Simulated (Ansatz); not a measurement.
# Ti: a line through a two-coordinate scan

How does the energy of Ti (Im-3m, No. 229; 2 atoms in the cell) vary with amplitude of mode 5 (224 cm⁻¹), at amplitude of mode 4 (224 cm⁻¹) = −0.184 Å?

Program: Ansatz 0.2.0. Level of theory: DFT PBEsol, scalar-relativistic, plane waves, PAW. These are calculated values, not measurements.

3 further runs of the same task are left out: 1 for a known fault of the program, 2 set aside as unsound or not needed.

## Step 1: The starting structure

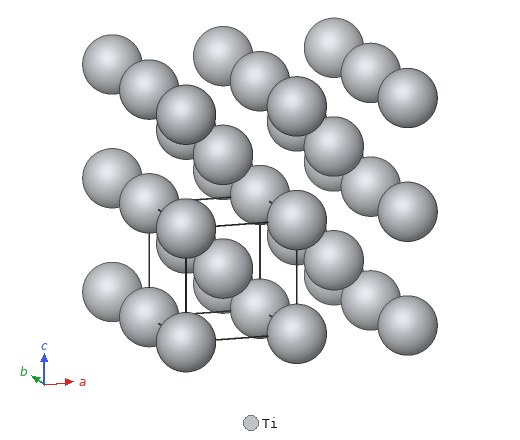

The starting structure, seen slightly off an axis (titanium light grey). 2×2×2 cells are drawn. Atoms on the faces are drawn again on the opposite ones. The cell drawn here is the conventional one.

Coordinates:

```cif
data_structure
_symmetry_space_group_name_H-M 'Im-3m'
_symmetry_Int_Tables_number 229
_cell_length_a 3.2099
_cell_length_b 3.2099
_cell_length_c 3.2099
_cell_angle_alpha 90.000
_cell_angle_beta 90.000
_cell_angle_gamma 90.000
_cell_volume 33.07
loop_
_atom_site_label
_atom_site_type_symbol
_atom_site_symmetry_multiplicity
_atom_site_Wyckoff_symbol
_atom_site_fract_x
_atom_site_fract_y
_atom_site_fract_z
_atom_site_occupancy
Ti1 Ti 2 a 0.00000 0.00000 0.00000 1
```

It is the result of an earlier relaxation at this level (volume 16.54 Å³/atom; gap on the mesh: none (metal)).

## Step 2: Plan of the line

The energy is mapped over two normal modes frozen in (zone-centre modes of the cell shown, which folds in the wave vector (1/2, 1/2, 1/2) of the primitive cell).

First coordinate, amplitude of mode 4 (224 cm⁻¹), largest displacement: 11 values from −0.184 Å. Second coordinate, amplitude of mode 5 (224 cm⁻¹), largest displacement: 11 values from −0.184 Å.

Nothing else is relaxed (the cell and all other modes fixed). Energies count from the relaxed high-symmetry cell. Points are written as (first, second).

The modes come from a phonon run on the reference cell, made beforehand.

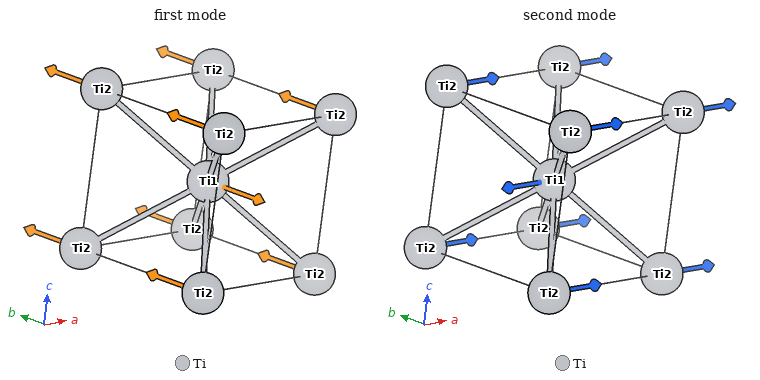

The reference structure; its two panels give the patterns of the first and the second mode as arrows.

The patterns, per unit of each coordinate (Å):

| atom | x1 | y1 | z1 | x2 | y2 | z2 |
| --- | --- | --- | --- | --- | --- | --- |
| Ti1 | 1.000 | 0.000 | 0.000 | 0.000 | 1.000 | 0.000 |
| Ti2 | -1.000 | 0.000 | 0.000 | 0.000 | -1.000 | 0.000 |

## Step 3: Grid point (−0.184 Å, −0.184 Å)

input.yaml

```yaml
crystal:
  lattice:
    - [0.0, -3.2099008398, 0.0]
    - [-3.2099008398, 0.0, 0.0]
    - [0.0, 0.0, -3.2099008398]
  atoms:
    - { symbol: Ti, position: [0.557322643, 0.557322643, 0.5] }
    - { symbol: Ti, position: [-0.057322643, -0.057322643, 0.0] }
basis:
  ecutwfc: 520.0
kpoints:
  mp_grid: { grid: [14, 14, 14] }
hamiltonian:
  xc: pbesol
  pseudopotentials: { kind: paw, azcp: { folder: soft_1 } }
scf:
  occupations: { method: gaussian, width: 0.15 }
output:
  forces: true
  stress: true
  eigenvalues: true
```

On the command line:

```
ansatz run input.yaml --threads 2 --pin off --max-ram 4096MiB --backend cpu --events-out ev --progress --plain --runs-dir out
```

What it wrote, shortened:

```text
Warning: <dir> the record states the generating functional pbe (its physics header spells it `PBE`), which answers neither for hamiltonian.xc's functional nor for the pbesol family's — results may be inconsistent (PPs are generated against a specific XC)
Warning: RAYON_NUM_THREADS=2 ignored (pool sized by the plan → 2); use --threads N
[...]
Pseudopotentials: kind: paw
Pseudopotential: Ti, paw, valence charge 12, recommended cutoff 420 eV (normal), <dir>
Functional definition: PBEsol
[...]
Crystal: 2 atoms, lattice volume = 33.073 Å³
Basis set: ecut = 520 eV, 895 PW (Γ), exchange–correlation on 48×48×48 points (8 copies of the dense FFT grid, shifted against one another)
Bands: 16, of which v1, the nominal top of the filled ones, is band 12 counted from 1 (11 counted from 0)
Symmetry: 8 space group operations
Space group: Cmcm (ITA 63), of the structure as read, at distance tolerance 3.2e-5 Å
k-points: 456 of 2744
[...]
SCF iter   1: F=—  HF=-4947.179071 eV  |F-HF|=—  |Δ(HF+E_count)|=         —  Δρ=5.06e-2  dr2=8.72e-1  ethr=3.10e-3  ⟨swp⟩=3.7  Hψ=28629  notcnv=0
[...]
SCF iter   7: F=-4946.876422 eV  HF=-4946.876422 eV  |F-HF|=3.13e-9  |Δ(HF+E_count)|=   5.94e-9  Δρ=5.96e-6  dr2=7.26e-9  ethr=4.17e-10  ⟨swp⟩=5.2  Hψ=33122  notcnv=0
[...]
SCF converged after 7 iterations
Free energy (F): -4946.876422 eV
[...]
E sigma→0 (E₀):  -4946.852502 eV
Entropy (-TS):   -0.047841 eV (-23.921 meV/atom)
Fermi energy:    13.600474 eV
[...]
--- Forces (eV/Å), atoms counted from 1 ---
  atom   1  Ti     1.87995315     1.87995315     0.00000000
  atom   2  Ti    -1.87995315    -1.87995315     0.00000000
[...]
--- Stress (GPa, compression-positive) ---
        0.127603       2.727195       0.000000
        2.727195       0.127603       0.000000
        0.000000       0.000000      10.457281
  P = ⅓ Tr σ = 3.5708 GPa (35.708 kbar)
--- Band table (eV; the first three rows and the last of 456) ---
  k-point 0: bands = ["-42.5932", "-42.0984", "-19.2085", "-19.1966", "-18.7914", "-18.5111", "-18.2485", "-18.2078", "7.7757", "11.0875", "11.6408", "13.9607", "14.9205", "15.2116", "15.5286", "16.8081"]
[...]
```

Wall time 14 s (2 threads of Arm Neoverse N1, shared host); peak memory 0.52 GiB.

On the map this point reads 0.743 eV.

## Step 4: Grid point (−0.184 Å, −0.147 Å)

Changes to input.yaml since step 3:

```diff
@@ -6,4 +6,4 @@
   atoms:
-    - { symbol: Ti, position: [0.557322643, 0.557322643, 0.5] }
-    - { symbol: Ti, position: [-0.057322643, -0.057322643, 0.0] }
+    - { symbol: Ti, position: [0.5458581144, 0.557322643, 0.5] }
+    - { symbol: Ti, position: [-0.0458581144, -0.057322643, 0.0] }
 basis:
```

On the command line:

```
ansatz run input.yaml --threads 2 --pin off --max-ram 4096MiB --backend cpu --events-out ev --progress --plain --runs-dir out
```

What it wrote, shortened:

```text
[...]
SCF converged after 7 iterations
Free energy (F): -4947.010026 eV
[...]
E sigma→0 (E₀):  -4946.986117 eV
Entropy (-TS):   -0.047818 eV (-23.909 meV/atom)
Fermi energy:    13.616859 eV
[...]
--- Forces (eV/Å), atoms counted from 1 ---
  atom   1  Ti     1.84126387     1.72006609     0.00000000
  atom   2  Ti    -1.84126387    -1.72006609     0.00000000
[...]
--- Stress (GPa, compression-positive) ---
       -0.298438       2.850849       0.000000
        2.850856       2.056546       0.000000
        0.000000       0.000000       8.631823
  P = ⅓ Tr σ = 3.4633 GPa (34.633 kbar)
--- Band table (eV; the first three rows and the last of 800) ---
  k-point 0: bands = ["-42.5555", "-42.1072", "-19.1365", "-19.1352", "-18.8099", "-18.4775", "-18.2564", "-18.2338", "7.7547", "11.1392", "11.6185", "14.0857", "14.9329", "15.1278", "15.6814", "16.7576"]
[...]
```

Wall time 25 s (2 threads of Arm Neoverse N1, shared host); peak memory 0.7 GiB.

On the map this point reads 0.609 eV.

## Step 5: Changing settings: ecutrho_ratio 6, mp_grid.shift [0.5, 0.5, 0.5], mixing.algorithm anderson, mixing.beta 0.1, ecutwfc left out

Changes to input.yaml since step 4:

```diff
@@ -9,5 +9,5 @@
 basis:
-  ecutwfc: 520.0
+  ecutrho_ratio: 6
 kpoints:
-  mp_grid: { grid: [14, 14, 14] }
+  mp_grid: { grid: [14, 14, 14], shift: [0.5, 0.5, 0.5] }
 hamiltonian:
@@ -17,5 +17,6 @@
   occupations: { method: gaussian, width: 0.15 }
+  mixing: { algorithm: anderson, beta: 0.1 }
 output:
   forces: true
+  eigenvalues: true
   stress: true
-  eigenvalues: true
```

On the command line:

```
ansatz run input.yaml --threads 2 --pin off --max-ram 4096MiB --backend cpu --events-out ev --progress --plain --runs-dir out
```

What it wrote, shortened:

```text
Warning: <dir> the record states the generating functional pbe (its physics header spells it `PBE`), which answers neither for hamiltonian.xc's functional nor for the pbesol family's — results may be inconsistent (PPs are generated against a specific XC)
Warning: RAYON_NUM_THREADS=2 ignored (pool sized by the plan → 2); use --threads N
[...]
Pseudopotentials: kind: paw
Pseudopotential: Ti, paw, valence charge 12, recommended cutoff 420 eV (normal), <dir>
Functional definition: PBEsol
[...]
Crystal: 2 atoms, lattice volume = 33.073 Å³
Basis set: ecut = 420 eV, 619 PW (Γ), exchange–correlation on 54×54×54 points (8 copies of the dense FFT grid, shifted against one another)
Bands: 16, of which v1, the nominal top of the filled ones, is band 12 counted from 1 (11 counted from 0)
Symmetry: 4 space group operations
Space group: P21/m (ITA 11), of the structure as read, at distance tolerance 3.2e-5 Å
k-points: 686 of 2744
[...]
SCF iter  11: F=-4947.007273 eV  HF=-4947.007273 eV  |F-HF|=1.05e-9  |Δ(HF+E_count)|=   1.09e-7  Δρ=9.08e-6  dr2=1.25e-8  ethr=4.17e-10  ⟨swp⟩=4.1  Hψ=33670  notcnv=0
[...]
SCF converged after 11 iterations
Stability not checked: this state was not tested for a lower state beside it, because the mixer in use, unlike msr1, does not test its closes by its own steps (another_mixer; see scf.mixing.algorithm and scf.lower_state_search)
Free energy (F): -4947.007273 eV
[...]
E sigma→0 (E₀):  -4946.983506 eV
Entropy (-TS):   -0.047534 eV (-23.767 meV/atom)
Fermi energy:    13.615945 eV
[...]
--- Forces (eV/Å), atoms counted from 1 ---
  atom   1  Ti     1.83525317     1.71362409     0.00000000
  atom   2  Ti    -1.83525317    -1.71362409     0.00000000
[...]
--- Stress (GPa, compression-positive) ---
       -0.227885       2.898319       0.000000
        2.898319       2.086686       0.000000
        0.000000       0.000000       8.624760
  P = ⅓ Tr σ = 3.4945 GPa (34.945 kbar)
--- Band table (eV; the first three rows and the last of 686) ---
  k-point 0: bands = ["-42.5524", "-42.1100", "-19.1390", "-19.1284", "-18.8160", "-18.4761", "-18.2645", "-18.2384", "7.8235", "11.1759", "11.6478", "14.0996", "14.9470", "15.0864", "15.6317", "16.5845"]
[...]
```

It took 23 s on 2 threads of Arm Neoverse N1, shared host; peak memory 0.57 GiB.

| run | ending | energy change | pressure (GPa) | gap (eV) | force (eV/Å) | cycles | time |
| --- | --- | --- | --- | --- | --- | --- | --- |
| step 4 | converged | 0 | 3.5 | 0.00 | 2.52 | 7 | 25 s |
| variant | converged | +1.4 meV/atom | 3.5 | 0.00 | 2.51 | 11 | 23 s |

Changing the numerical grids, k-point mesh, mixing and cutoff moves the energy by +1.4 meV/atom. More than one kind of setting changed, and this run alone doesn't tell their shares apart.

## Step 6: Point (−0.184 Å, −0.110 Å)

Changes to input.yaml since step 4:

```diff
@@ -6,4 +6,4 @@
   atoms:
-    - { symbol: Ti, position: [0.5458581144, 0.557322643, 0.5] }
-    - { symbol: Ti, position: [-0.0458581144, -0.057322643, 0.0] }
+    - { symbol: Ti, position: [0.5343935858, 0.557322643, 0.5] }
+    - { symbol: Ti, position: [-0.0343935858, -0.057322643, 0.0] }
 basis:
```

On the command line:

```
ansatz run input.yaml --threads 2 --pin off --max-ram 4096MiB --backend cpu --events-out ev --progress --plain --runs-dir out
```

What it wrote, shortened:

```text
Warning: <dir> the record states the generating functional pbe (its physics header spells it `PBE`), which answers neither for hamiltonian.xc's functional nor for the pbesol family's — results may be inconsistent (PPs are generated against a specific XC)
Warning: RAYON_NUM_THREADS=2 ignored (pool sized by the plan → 2); use --threads N
[...]
Pseudopotentials: kind: paw
Pseudopotential: Ti, paw, valence charge 12, recommended cutoff 420 eV (normal), <dir>
Functional definition: PBEsol
[...]
Crystal: 2 atoms, lattice volume = 33.073 Å³
Basis set: ecut = 520 eV, 895 PW (Γ), exchange–correlation on 48×48×48 points (8 copies of the dense FFT grid, shifted against one another)
Bands: 16, of which v1, the nominal top of the filled ones, is band 12 counted from 1 (11 counted from 0)
Symmetry: 4 space group operations
Space group: P21/m (ITA 11), of the structure as read, at distance tolerance 3.2e-5 Å
k-points: 800 of 2744
[...]
SCF iter   1: F=—  HF=-4947.464887 eV  |F-HF|=—  |Δ(HF+E_count)|=         —  Δρ=5.33e-2  dr2=9.92e-1  ethr=3.10e-3  ⟨swp⟩=3.6  Hψ=50326  notcnv=0
[...]
SCF iter   7: F=-4947.125721 eV  HF=-4947.125721 eV  |F-HF|=3.64e-8  |Δ(HF+E_count)|=   6.15e-7  Δρ=1.13e-5  dr2=4.80e-8  ethr=4.17e-10  ⟨swp⟩=3.1  Hψ=50750  notcnv=0
[...]
SCF converged after 7 iterations
Free energy (F): -4947.125721 eV
[...]
E sigma→0 (E₀):  -4947.101497 eV
Entropy (-TS):   -0.048448 eV (-24.224 meV/atom)
Fermi energy:    13.628203 eV
[...]
--- Forces (eV/Å), atoms counted from 1 ---
  atom   1  Ti     1.80099994     1.40329850     0.00000000
  atom   2  Ti    -1.80099994    -1.40329850     0.00000000
[...]
--- Stress (GPa, compression-positive) ---
       -0.582147       2.550360       0.000000
        2.550371       3.352309       0.000000
        0.000000       0.000000       7.064148
  P = ⅓ Tr σ = 3.2781 GPa (32.781 kbar)
--- Band table (eV; the first three rows and the last of 800) ---
  k-point 0: bands = ["-42.5263", "-42.1144", "-19.0848", "-19.0778", "-18.8292", "-18.4513", "-18.2642", "-18.2540", "7.7377", "11.1583", "11.6282", "14.1878", "14.9468", "15.0626", "15.7656", "16.7695"]
[...]
```

Wall time 24 s (2 threads of Arm Neoverse N1, shared host); peak memory 0.7 GiB.

On the map this point reads 0.493 eV.

## Step 7: Grid point (−0.184 Å, −0.074 Å)

Changes to input.yaml since step 6:

```diff
@@ -6,4 +6,4 @@
   atoms:
-    - { symbol: Ti, position: [0.5343935858, 0.557322643, 0.5] }
-    - { symbol: Ti, position: [-0.0343935858, -0.057322643, 0.0] }
+    - { symbol: Ti, position: [0.5229290572, 0.557322643, 0.5] }
+    - { symbol: Ti, position: [-0.0229290572, -0.057322643, 0.0] }
 basis:
```

On the command line:

```
ansatz run input.yaml --threads 2 --pin off --max-ram 4096MiB --backend cpu --events-out ev --progress --plain --runs-dir out
```

What it wrote, shortened:

```text
[...]
SCF converged after 7 iterations
Free energy (F): -4947.214253 eV
[...]
E sigma→0 (E₀):  -4947.189532 eV
Entropy (-TS):   -0.049442 eV (-24.721 meV/atom)
Fermi energy:    13.635790 eV
[...]
--- Forces (eV/Å), atoms counted from 1 ---
  atom   1  Ti     1.77565146     0.98997851     0.00000000
  atom   2  Ti    -1.77565146    -0.98997851     0.00000000
[...]
--- Stress (GPa, compression-positive) ---
       -0.823107       1.920607       0.000000
        1.920617       4.217566       0.000000
        0.000000       0.000000       5.887785
  P = ⅓ Tr σ = 3.0941 GPa (30.941 kbar)
--- Band table (eV; the first three rows and the last of 800) ---
  k-point 0: bands = ["-42.5061", "-42.1204", "-19.0432", "-19.0369", "-18.8486", "-18.4327", "-18.2718", "-18.2686", "7.7252", "11.1592", "11.6505", "14.2633", "14.9614", "15.0155", "15.7907", "16.8218"]
[...]
```

Wall time 25 s (2 threads of Arm Neoverse N1, shared host); peak memory 0.7 GiB.

On the map this point reads 0.405 eV.

## Step 8: Point (−0.184 Å, −0.037 Å)

Changes to input.yaml since step 7:

```diff
@@ -6,4 +6,4 @@
   atoms:
-    - { symbol: Ti, position: [0.5229290572, 0.557322643, 0.5] }
-    - { symbol: Ti, position: [-0.0229290572, -0.057322643, 0.0] }
+    - { symbol: Ti, position: [0.5114645286, 0.557322643, 0.5] }
+    - { symbol: Ti, position: [-0.0114645286, -0.057322643, 0.0] }
 basis:
```

On the command line:

```
ansatz run input.yaml --threads 2 --pin off --max-ram 4096MiB --backend cpu --events-out ev --progress --plain --runs-dir out
```

What it wrote, shortened:

```text
[...]
SCF converged after 7 iterations
Free energy (F): -4947.269866 eV
[...]
E sigma→0 (E₀):  -4947.245032 eV
Entropy (-TS):   -0.049666 eV (-24.833 meV/atom)
Fermi energy:    13.640192 eV
[...]
--- Forces (eV/Å), atoms counted from 1 ---
  atom   1  Ti     1.76086387     0.51268639     0.00000000
  atom   2  Ti    -1.76086387    -0.51268639     0.00000000
[...]
--- Stress (GPa, compression-positive) ---
       -1.013185       1.037685       0.000000
        1.037691       4.726519       0.000000
        0.000000       0.000000       5.145239
  P = ⅓ Tr σ = 2.9529 GPa (29.529 kbar)
--- Band table (eV; the first three rows and the last of 800) ---
  k-point 0: bands = ["-42.4942", "-42.1242", "-19.0148", "-19.0124", "-18.8641", "-18.4207", "-18.2779", "-18.2775", "7.7176", "11.1553", "11.6695", "14.3096", "14.9733", "14.9873", "15.7885", "16.8741"]
[...]
```

Wall time 32 s (2 threads of Arm Neoverse N1, shared host); peak memory 0.7 GiB.

That is 0.349 eV from the zero.

## Step 9: Point (−0.184 Å, 0.000 Å)

Changes to input.yaml since step 8:

```diff
@@ -6,4 +6,4 @@
   atoms:
-    - { symbol: Ti, position: [0.5114645286, 0.557322643, 0.5] }
-    - { symbol: Ti, position: [-0.0114645286, -0.057322643, 0.0] }
+    - { symbol: Ti, position: [0.5, 0.557322643, 0.5] }
+    - { symbol: Ti, position: [0.0, -0.057322643, 0.0] }
 basis:
```

On the command line:

```
ansatz run input.yaml --threads 2 --pin off --max-ram 4096MiB --backend cpu --events-out ev --progress --plain --runs-dir out
```

What it wrote, shortened:

```text
Warning: <dir> the record states the generating functional pbe (its physics header spells it `PBE`), which answers neither for hamiltonian.xc's functional nor for the pbesol family's — results may be inconsistent (PPs are generated against a specific XC)
Warning: RAYON_NUM_THREADS=2 ignored (pool sized by the plan → 2); use --threads N
[...]
Pseudopotentials: kind: paw
Pseudopotential: Ti, paw, valence charge 12, recommended cutoff 420 eV (normal), <dir>
Functional definition: PBEsol
[...]
Crystal: 2 atoms, lattice volume = 33.073 Å³
Basis set: ecut = 520 eV, 895 PW (Γ), exchange–correlation on 48×48×48 points (8 copies of the dense FFT grid, shifted against one another)
Bands: 16, of which v1, the nominal top of the filled ones, is band 12 counted from 1 (11 counted from 0)
Symmetry: 16 space group operations
Space group: P4/nmm (ITA 129), of the structure as read, at distance tolerance 3.2e-5 Å
k-points: 288 of 2744
[...]
the search or the solves at the SCF's close seem to have found levels that the self-consistency loop had missed (the run counts 4). By its estimate they hold under 1e-12 electrons; where the run keeps them, the occupations were computed again with them
[...]
SCF converged after 7 iterations
Free energy (F): -4947.288841 eV
[...]
E sigma→0 (E₀):  -4947.264028 eV
Entropy (-TS):   -0.049627 eV (-24.813 meV/atom)
Fermi energy:    13.641681 eV
[...]
--- Forces (eV/Å), atoms counted from 1 ---
  atom   1  Ti     1.75539713     0.00000000     0.00000000
  atom   2  Ti    -1.75539713    -0.00000000     0.00000000
[...]
--- Stress (GPa, compression-positive) ---
       -1.085351       0.000000       0.000000
        0.000000       4.891190       0.000000
        0.000000       0.000000       4.891190
  P = ⅓ Tr σ = 2.8990 GPa (28.990 kbar)
--- Band table (eV; the first three rows and the last of 288) ---
  k-point 0: bands = ["-42.4903", "-42.1255", "-19.0043", "-19.0043", "-18.8702", "-18.4163", "-18.2804", "-18.2804", "7.7151", "11.1533", "11.6767", "14.3251", "14.9780", "14.9780", "15.7847", "16.8951"]
[...]
```

Wall time 11 s (2 threads of Arm Neoverse N1, shared host); peak memory 0.44 GiB.

On the map this point reads 0.330 eV.

## Step 10: Results

```
amplitude of mode 5 (224 cm⁻¹), largest displacement (Å)  step  energy (eV)  slope (eV per Å)  pressure (GPa)  largest force on an atom (eV/Å)
                                                  −0.184     3        0.743              −3.8            3.57                             2.66
                                                  −0.147     4        0.609              −3.4            3.46                             2.52
                                                  −0.110     6        0.493              −2.8            3.28                             2.28
                                                  −0.074     7        0.405              −2.0            3.09                             2.03
                                                  −0.037     8        0.349              −1.0            2.95                             1.83
                                                   0.000     9        0.330               0.0            2.90                             1.75
                                                   0.037     –        0.349               1.0            2.95                             1.83
                                                   0.074     –        0.405               2.0            3.09                             2.03
                                                   0.110     –        0.493               2.8            3.28                             2.28
                                                   0.147     –        0.609               3.4            3.46                             2.52
                                                   0.184     –        0.743               3.8            3.57                             2.66
```

Energies count from the relaxed high-symmetry cell. Rows without a step come from runs not printed here or follow by symmetry. Slopes come from the forces (and the stress, where the cell changes), not from differences of energies.

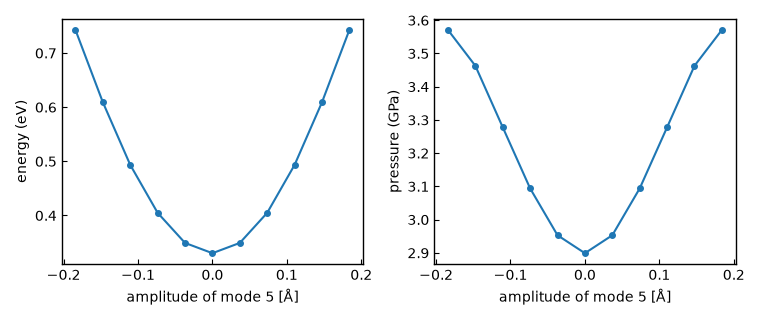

Energy and pressure along the line.

```
                                                                                                                                           run        outcome
step 5, run with ecutrho_ratio 6, mp_grid.shift [0.5, 0.5, 0.5], mixing.algorithm anderson, mixing.beta 0.1, ecutwfc left out (against step 4)  +1.4 meV/atom
```

In words: Along the line the energy is lowest at 0.000 Å, 0.330 eV from the zero. Energies and slopes round the minimum, fitted together, put the minimum at 0.0000 Å, with a curvature of about 28 eV per Å². The highest point computed, at −0.184 Å, lies 0.412 eV above the lowest. This is one cut through a surface in two coordinates; the map's lowest point lies off it.
